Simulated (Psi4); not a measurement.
**Run report: AlClOF, single-point calculation**

The run: single-point calculation of AlClOF, multiplicity 2, SMILES [O][Al]([F])[Cl]. Method and program: MP2/cc-pVTZ, UHF (Psi4 1.11).

The geometry was optimised with BLYP/6-31G**.

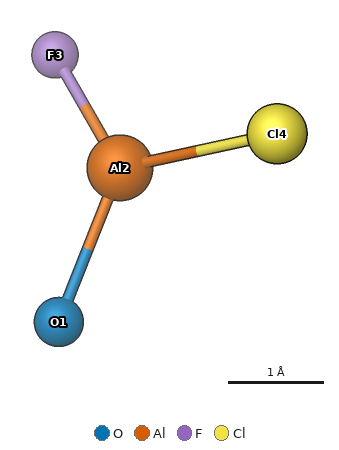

*The structure (ball-and-stick view, seen at an oblique angle; atoms are numbered from 1 in the order of the input). Sticks mark near contacts.*

Bond lengths as drawn: Al–Cl 2.10 Å, Al–F 1.66 Å and Al–O 1.75 Å.

Input file (calc.inp):
```
memory 1600 mb

molecule mol {
  0 2
  O      1.082505     0.617540     1.281808
  Al     0.112004    -0.085421     0.012916
  F      0.278785    -1.684305    -0.382876
  Cl    -1.253043     1.179191    -0.967770
}

set basis cc-pVTZ
set reference uhf
set freeze_core true

result, w = energy("mp2", return_wfn=True)
print_variables()
```

Launched with:
```bash
psi4 calc.inp calc.out -n 1
```

What the program printed:
```
Psi4 1.11 release

    SCF Algorithm Type (re)set to DF.

   => Loading Basis Set <=

    Name: CC-PVTZ
    Role: ORBITAL
    Keyword: BASIS

         ---------------------------------------------------------
                                   SCF
                              UHF Reference
                        1 Threads,   1525 MiB Core
         ---------------------------------------------------------

  ==> Geometry <==

    Molecular point group: c1
    Full point group: C1

    Geometry (in Angstrom), charge = 0, multiplicity = 2:

       Center              X                  Y                   Z               Mass
    ------------   -----------------  -----------------  -----------------  -----------------
         O            1.270081802480     0.444155252607     1.490846175961    15.994914619570
         AL           0.299580802480    -0.258805747393     0.221954175961    26.981538530000
         F            0.466361802480    -1.857689747393    -0.173837824039    18.998403162730
         CL          -1.065466197520     1.005806252607    -0.758731824039    34.968852682000

  Running in c1 symmetry.

  Rotational constants: A =      0.22346  B =      0.10529  C =      0.07157 [cm^-1]
  Rotational constants: A =   6699.25388  B =   3156.61931  C =   2145.62361 [MHz]
  Nuclear repulsion =  183.839697265954612

  Charge       = 0
  Multiplicity = 2
  Electrons    = 47
  Nalpha       = 24
  Nbeta        = 23

  ==> Algorithm <==

  SCF Algorithm Type is DF.
  DIIS enabled.
  MOM disabled.
  Fractional occupation disabled.
  Guess Type is SAD.
  Energy threshold   = 1.00e-08
  Density threshold  = 1.00e-08
  Integral threshold = 1.00e-12

  ==> Primary Basis <==

  Basis Set: CC-PVTZ
    Blend: CC-PVTZ
    Number of shells: 44
    Number of basis functions: 128
    Number of Cartesian functions: 148
    Spherical Harmonics?: true
    Max angular momentum: 3

   => Loading Basis Set <=

    Name: (CC-PVTZ AUX)
    Role: JKFIT
    Keyword: DF_BASIS_SCF

  ==> Integral Setup <==

  DFHelper Memory: AOs need 0.053 GiB; user supplied 1.118 GiB.
  SCF_SUBTYPE=INCORE selected. In-core MEM_DF algorithm will be used.
  Using in-core AOs.

  ==> MemDFJK: Density-Fitted J/K Matrices <==

    J tasked:                   Yes
    K tasked:                   Yes
    wK tasked:                   No
    Memory [MiB]:              1144
    Algorithm:                 Core
    Schwarz Cutoff:           1E-12
    Mask sparsity (%):       1.0254
    Fitting Condition:        1E-10

   => Auxiliary Basis Set <=

  Basis Set: (CC-PVTZ AUX)
    Blend: CC-PVTZ-JKFIT
    Number of shells: 124
    Number of basis functions: 400
    Number of Cartesian functions: 482
    Spherical Harmonics?: true
    Max angular momentum: 4

  Minimum eigenvalue in the overlap matrix is 3.6107225762E-03.
  Reciprocal condition number of the overlap matrix is 9.0147755714E-04.
    Using symmetric orthogonalization.

  ==> Pre-Iterations <==

  SCF Guess: Superposition of Atomic Densities via on-the-fly atomic UHF (no occupation information).

   -------------------------
    Irrep   Nso     Nmo
   -------------------------
     A        128     128
   -------------------------
    Total     128     128
   -------------------------

  ==> Iterations <==

                           Total Energy        Delta E     RMS |[F,P]|

   @DF-UHF iter SAD:  -874.47798915910994   -8.74478e+02   0.00000e+00
   @DF-UHF iter   1:  -875.49160348232556   -1.01361e+00   6.26527e-03 ADIIS/DIIS
   @DF-UHF iter   2:  -875.27703017694239    2.14573e-01   9.20840e-03 ADIIS/DIIS
   @DF-UHF iter   3:  -875.89298460740997   -6.15954e-01   1.78278e-03 ADIIS/DIIS
   @DF-UHF iter   4:  -875.94504915319919   -5.20645e-02   1.06757e-03 ADIIS/DIIS
   @DF-UHF iter   5:  -875.96389294039477   -1.88438e-02   4.43817e-04 ADIIS/DIIS
   @DF-UHF iter   6:  -875.96853523735581   -4.64230e-03   1.29200e-04 ADIIS/DIIS
   @DF-UHF iter   7:  -875.96899773368682   -4.62496e-04   8.82163e-05 DIIS
   @DF-UHF iter   8:  -875.96930128548479   -3.03552e-04   5.87933e-05 DIIS
   @DF-UHF iter   9:  -875.96950312929698   -2.01844e-04   4.41206e-05 DIIS
   @DF-UHF iter  10:  -875.96971003899068   -2.06910e-04   3.34744e-05 DIIS
   @DF-UHF iter  11:  -875.96986713210958   -1.57093e-04   2.02609e-05 DIIS
   @DF-UHF iter  12:  -875.96992065060556   -5.35185e-05   9.21549e-06 DIIS
   @DF-UHF iter  13:  -875.96992986307259   -9.21247e-06   3.96657e-06 DIIS
   @DF-UHF iter  14:  -875.96993063567834   -7.72606e-07   1.35486e-06 DIIS
   @DF-UHF iter  15:  -875.96993070080680   -6.51285e-08   4.92418e-07 DIIS
   @DF-UHF iter  16:  -875.96993070956125   -8.75445e-09   1.59975e-07 DIIS
   @DF-UHF iter  17:  -875.96993071036525   -8.03993e-10   5.82576e-08 DIIS
   @DF-UHF iter  18:  -875.96993071045426   -8.90168e-11   2.34267e-08 DIIS
   @DF-UHF iter  19:  -875.96993071046643   -1.21645e-11   1.05824e-08 DIIS
   @DF-UHF iter  20:  -875.96993071046950   -3.06954e-12   4.92785e-09 DIIS
  Energy and wave function converged.

  ==> Post-Iterations <==

   @Spin Contamination Metric:   7.543741622E-03
   @S^2 Expected:                7.500000000E-01
   @S^2 Observed:                7.575437416E-01
   @S   Expected:                5.000000000E-01
   @S   Observed:                5.000000000E-01

    Orbital Energies [Eh]
    ---------------------

    Alpha Occupied:

       1A   -104.847724     2A    -58.565033     3A    -26.286457
       4A    -20.629447     5A    -10.573700     6A     -8.040111
       7A     -8.039201     8A     -8.039172     9A     -4.974620
      10A     -3.291835    11A     -3.290392    12A     -3.289133
      13A     -1.569866    14A     -1.353442    15A     -1.101437
      16A     -0.707732    17A     -0.666738    18A     -0.652924
      19A     -0.649674    20A     -0.613025    21A     -0.564655
      22A     -0.547960    23A     -0.492482    24A     -0.489517

    Alpha Virtual:

      25A      0.055470    26A      0.076920    27A      0.151101
      28A      0.157930    29A      0.241822    30A      0.262312
      31A      0.305010    32A      0.306050    33A      0.320822
      34A      0.327247    35A      0.357341    36A      0.415803
      37A      0.485527    38A      0.504257    39A      0.548762
      40A      0.562769    41A      0.643924    42A      0.656909
      43A      0.701888    44A      0.715900    45A      0.751686
      46A      0.799993    47A      0.812455    48A      0.870022
      49A      0.872875    50A      0.904975    51A      0.915604
      52A      0.927290    53A      0.946998    54A      0.984559
      55A      1.027327    56A      1.046689    57A      1.102495
      58A      1.142463    59A      1.173603    60A      1.188095
      61A      1.238181    62A      1.279187    63A      1.340489
      64A      1.369820    65A      1.543592    66A      1.730879
      67A      1.780370    68A      1.909422    69A      2.113561
      70A      2.150272    71A      2.257599    72A      2.267966
      73A      2.281039    74A      2.293841    75A      2.313325
      76A      2.348981    77A      2.354101    78A      2.367394
      79A      2.397098    80A      2.403136    81A      2.427687
      82A      2.451010    83A      2.486256    84A      2.540570
      85A      2.566043    86A      2.599195    87A      2.614194
      88A      2.705919    89A      2.707889    90A      2.761056
      91A      2.787288    92A      2.822525    93A      3.112023
      94A      3.177347    95A      3.606959    96A      4.168211
      97A      4.228145    98A      4.610273    99A      5.209660
     100A      5.273559   101A      5.304020   102A      5.445605
     103A      5.503353   104A      5.513676   105A      5.542848
     106A      5.569137   107A      5.590823   108A      5.603881
     109A      5.631424   110A      6.699159   111A      6.732491
     112A      6.984950   113A      7.021909   114A      7.091714
     115A      7.393615   116A      7.398483   117A      7.399930
     118A      7.403286   119A      7.403366   120A      7.421461
     121A      7.425597   122A      8.934835   123A      8.941068
     124A      9.137407   125A      9.175405   126A      9.253900
     127A      9.288697   128A     11.877854

    Beta Occupied:

       1A   -104.847643     2A    -58.565467     3A    -26.286361
       4A    -20.591411     5A    -10.573616     6A     -8.039996
       7A     -8.039151     8A     -8.038918     9A     -4.975372
      10A     -3.292455    11A     -3.290454    12A     -3.290201
      13A     -1.569561    14A     -1.188652    15A     -1.100364
      16A     -0.705645    17A     -0.654592    18A     -0.652911
      19A     -0.584026    20A     -0.536646    21A     -0.517643
      22A     -0.490079    23A     -0.488867

    Beta Virtual:

      24A      0.044732    25A      0.059341    26A      0.078614
      27A      0.158451    28A      0.191096    29A      0.247429
      30A      0.261555    31A      0.307030    32A      0.307642
      33A      0.321402    34A      0.333306    35A      0.394106
      36A      0.425521    37A      0.491860    38A      0.504166
      39A      0.551008    40A      0.568552    41A      0.646915
      42A      0.657907    43A      0.702500    44A      0.719549
      45A      0.762940    46A      0.807341    47A      0.811237
      48A      0.874682    49A      0.890847    50A      0.913876
      51A      0.941963    52A      0.951205    53A      0.973899
      54A      0.986419    55A      1.030279    56A      1.060284
      57A      1.106258    58A      1.142435    59A      1.175619
      60A      1.194474    61A      1.255276    62A      1.290131
      63A      1.362117    64A      1.384361    65A      1.567705
      66A      1.769715    67A      1.853969    68A      1.947079
      69A      2.120329    70A      2.192948    71A      2.258194
      72A      2.269855    73A      2.281638    74A      2.299711
      75A      2.313478    76A      2.354514    77A      2.355321
      78A      2.372689    79A      2.397677    80A      2.403774
      81A      2.436256    82A      2.452167    83A      2.486889
      84A      2.549779    85A      2.569880    86A      2.599230
      87A      2.615022    88A      2.707891    89A      2.708564
      90A      2.761437    91A      2.791375    92A      2.829730
      93A      3.122666    94A      3.177700    95A      3.607705
      96A      4.194813    97A      4.361924    98A      4.635970
      99A      5.209704   100A      5.276577   101A      5.304668
     102A      5.463283   103A      5.563756   104A      5.566880
     105A      5.584502   106A      5.598389   107A      5.614034
     108A      5.627613   109A      5.667283   110A      6.791171
     111A      6.823932   112A      7.003075   113A      7.103496
     114A      7.123383   115A      7.393634   116A      7.398611
     117A      7.400094   118A      7.403433   119A      7.403463
     120A      7.422227   121A      7.426745   122A      8.935032
     123A      8.943664   124A      9.137450   125A      9.184352
     126A      9.260157   127A      9.315211   128A     11.877991

    Final Occupation by Irrep:
              A
    DOCC [    23 ]
    SOCC [     1 ]
    NA   [    24 ]
    NB   [    23 ]

  @DF-UHF Final Energy:  -875.96993071046950

   => Energetics <=

    Nuclear Repulsion Energy =            183.8396972659546122
    One-Electron Energy =               -1582.0229461777312281
    Two-Electron Energy =                 522.2133182013071746
    Total Energy =                       -875.9699307104694981

  UHF NO Occupations:
  HONO-2 :   22  A 1.9988145
  HONO-1 :   23  A 1.9981155
  HONO-0 :   24  A 1.0000000
  LUNO+0 :   25  A 0.0018845
  LUNO+1 :   26  A 0.0011855
  LUNO+2 :   27  A 0.0006629
  LUNO+3 :   28  A 0.0000389

Computation Completed

Properties will be evaluated at   0.000000,   0.000000,   0.000000 [a0]

Properties computed using the SCF density matrix

 Multipole Moments:

 ------------------------------------------------------------------------------------
     Multipole            Electronic (a.u.)      Nuclear  (a.u.)        Total (a.u.)
 ------------------------------------------------------------------------------------

 L = 1.  Multiply by 2.5417464519 to convert [e a0] to [Debye]
 Dipole X            :         -0.3530862            0.2636843           -0.0894019
 Dipole Y            :         -1.0714874            1.0738669            0.0023795
 Dipole Z            :         -0.7525867            0.6598778           -0.0927089
 Magnitude           :                                                    0.1288150

 ------------------------------------------------------------------------------------

	total time  =          3 seconds =       0.05 minutes

  //>>>>>>>>>>>>>>>>>>>>>>>>>>>>>>>>>>>//
  //               DFMP2               //
  //<<<<<<<<<<<<<<<<<<<<<<<<<<<<<<<<<<<//

   => Loading Basis Set <=

    Name: (CC-PVTZ AUX)
    Role: RIFIT
    Keyword: DF_BASIS_MP2

	 --------------------------------------------------------
	                          DF-MP2
	      2nd-Order Density-Fitted Moller-Plesset Theory
	              UMP2 Wavefunction,   1 Threads

	 --------------------------------------------------------

	 --------------------------------------------------------
	                 NBF =   128, NAUX =   406
	 --------------------------------------------------------
	   CLASS    FOCC     OCC    AOCC    AVIR     VIR    FVIR
	   ALPHA      12      24      12     104     104       0
	    BETA      12      23      11     105     105       0
	 --------------------------------------------------------

	-----------------------------------------------------------
	 ==================> DF-MP2 Energies <====================
	-----------------------------------------------------------
	 Reference Energy          =    -875.9699307104694981 [Eh]
	 Singles Energy            =      -0.0000000000000000 [Eh]
	 Same-Spin Energy          =      -0.1772600058191220 [Eh]
	 Opposite-Spin Energy      =      -0.5142639796864055 [Eh]
	 Correlation Energy        =      -0.6915239855055275 [Eh]
	 Total Energy              =    -876.6614546959750669 [Eh]
	-----------------------------------------------------------
	 ================> DF-SCS-MP2 Energies <==================
	-----------------------------------------------------------
	 SCS Same-Spin Scale       =       0.3333333333333333 [-]
	 SCS Opposite-Spin Scale   =       1.2000000000000000 [-]
	 SCS Same-Spin Energy      =      -0.0590866686063740 [Eh]
	 SCS Opposite-Spin Energy  =      -0.6171167756236865 [Eh]
	 SCS Correlation Energy    =      -0.6762034442300605 [Eh]
	 SCS Total Energy          =    -876.6461341546995527 [Eh]
	-----------------------------------------------------------

	total time  =          0 seconds =       0.00 minutes

  Variable Map:
  ----------------------------------------------------------------------------
  "CURRENT CORRELATION ENERGY"           =>      -0.691523985506
  "CURRENT ENERGY"                       =>    -876.661454695975
  "CURRENT REFERENCE ENERGY"             =>    -875.969930710469
  "CUSTOM SCS-MP2 CORRELATION ENERGY"    =>      -0.676203444230
  "CUSTOM SCS-MP2 TOTAL ENERGY"          =>    -876.646134154700
  "DD SOLVATION ENERGY"                  =>       0.000000000000
  "HF KINETIC ENERGY"                    =>     875.741385426819
  "HF POTENTIAL ENERGY"                  =>   -1751.711316137288
  "HF TOTAL ENERGY"                      =>    -875.969930710469
  "HF VIRIAL RATIO"                      =>       2.000260973488
  "MP2 CORRELATION ENERGY"               =>      -0.691523985506
  "MP2 DOUBLES ENERGY"                   =>      -0.691523985506
  "MP2 OPPOSITE-SPIN CORRELATION ENERGY" =>      -0.514263979686
  "MP2 SAME-SPIN CORRELATION ENERGY"     =>      -0.177260005819
  "MP2 SINGLES ENERGY"                   =>      -0.000000000000
  "MP2 TOTAL ENERGY"                     =>    -876.661454695975
  "NUCLEAR REPULSION ENERGY"             =>     183.839697265955
  "ONE-ELECTRON ENERGY"                  =>   -1582.022946177731
  "PCM POLARIZATION ENERGY"              =>       0.000000000000
  "PE ENERGY"                            =>       0.000000000000
  "SCF ITERATION ENERGY"                 =>    -875.969930710469
  "SCF ITERATIONS"                       =>      20.000000000000
  "SCF TOTAL ENERGY"                     =>    -875.969930710469
  "SCS-MP2 CORRELATION ENERGY"           =>      -0.676203444230
  "SCS-MP2 TOTAL ENERGY"                 =>    -876.646134154700
  "TWO-ELECTRON ENERGY"                  =>     522.213318201307

  Array Variable Map:
  ----------------------------------------------------------------------------
  "CURRENT DIPOLE"                       =>      -0.089401887119 ... -0.092708946029 1 by 3
  "SCF DIPOLE"                           =>      -0.089401887119 ... -0.092708946029 1 by 3
  "SCF TOTAL ENERGIES"                   =>    -874.477989159110 ... -875.969930710469 1 by 21

    Psi4 run time: 0:00:03.06
```

Summary:

- outcome: converged
- total energy: −876.661455 hartree
- SCF energy: −875.969931 hartree
- MP2 energy: −876.661455 hartree
- correlation energy: −0.691524 hartree
- basis functions: 128
- ⟨S²⟩: 0.758
- hardware: 1 thread of Intel Xeon (Granite Rapids), 12 GiB of memory available, shared host
- wall time: 3.9 s
- peak memory: 0.34 GiB
